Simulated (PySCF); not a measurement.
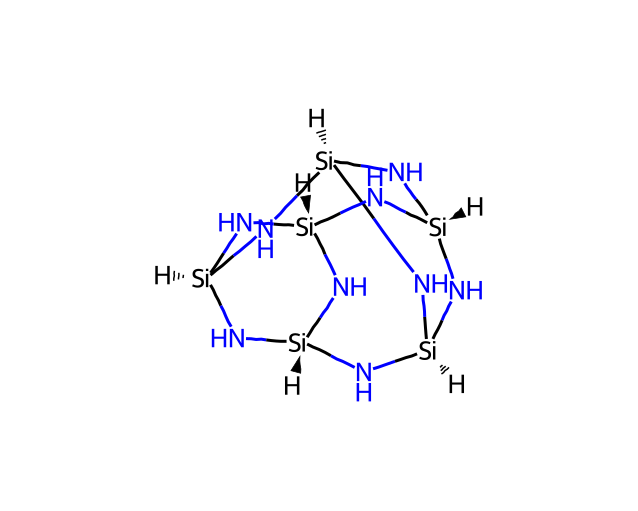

The geometry was computed by an optimisation with GFN2-xTB. No frequency run is at hand to confirm it as a minimum. Method: CAM-B3LYP/6-31G*, gas phase (PySCF 2.14.0). Excitations: vertical, Tamm–Dancoff approximation.

Give the lowest vertical singlet excitation at this level.

6.88 eV.

Give the mean static polarisability at this level.

151.6 bohr³.

Estimate the HOMO energy (Kohn–Sham orbital).

−7.90 eV.

Estimate the HOMO–LUMO gap.

10.04 eV.

The geometry is semi-empirical. Around Si such bond lengths and angles can be off by a tenth of an ångström or more and by several degrees, and values that hang on the shape move with them.
